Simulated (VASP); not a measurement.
Energy against volume of KF (rock salt). Method: PBE0 hybrid, VASP's PBE PAW potentials (set 64) (plane waves; VASP).

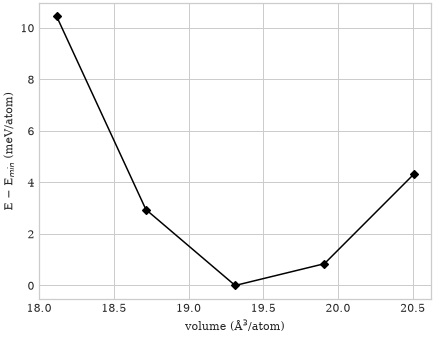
Fig. 1. Energy against volume

Task: Estimate the equilibrium volume and the bulk modulus.

Result: The minimum lies near 19.5 Å³/atom, and the curvature gives B0 of about 29 GPa.

The compound is KF in the rock salt structure. It was relaxed first. The cell's shape comes from a PBE relaxation.
